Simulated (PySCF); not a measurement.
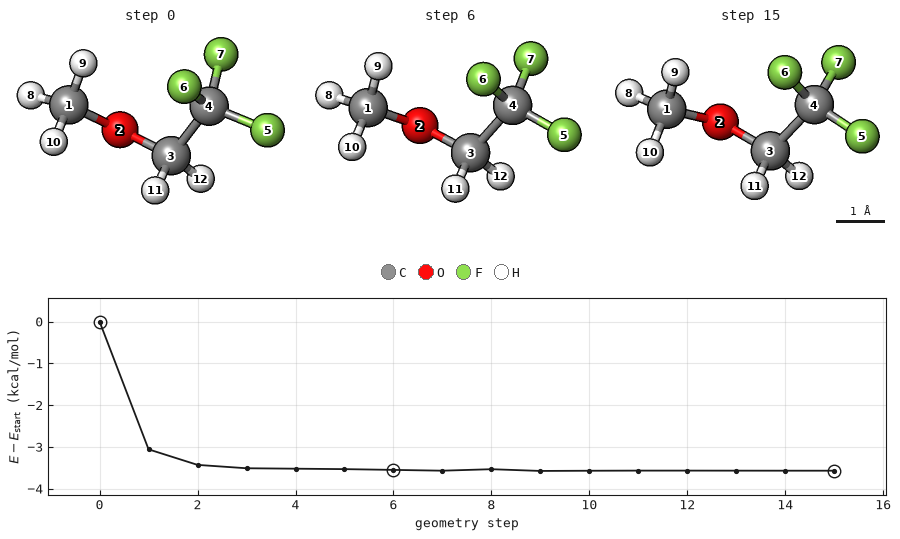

Frames of a relaxation of C₃H₅F₃O, marked on the history of the run. A ball-and-stick model, seen from a free direction.

The start comes from GFN2-xTB. Its atoms were then displaced at random by about 0.01 Å.

These are results of PySCF 2.14.0, density-fitted response routines, PBE0-D3(BJ)/def2-SVP geometry optimisation, gas phase, not measurements. 

Describe the path.

Answer. Over 15 geometry steps the energy falls by 3.57 kcal/mol. The largest move after the best rigid fit is that of F7, 0.43 Å. Largest moves by element: F 0.43 Å, H 0.35 Å, O 0.17 Å, C 0.12 Å. Near-neighbour distances that change, for instance: C1–O2 1.444 → 1.404 Å, C4–F5 1.371 → 1.337 Å, C3–H12 1.069 → 1.101 Å, C1–H8 1.081 → 1.098 Å. Bond angles that change, for instance: H8–C1–H9 113.0° → 108.7°, C3–C4–F6 115.5° → 112.1°, C4–C3–H12 109.7° → 106.5°. From step 0 to 6: F7 moves most (0.24 Å), energy −3.55 kcal/mol. From step 6 to 15: F and H atoms move most (0.20 Å), energy −0.02 kcal/mol.
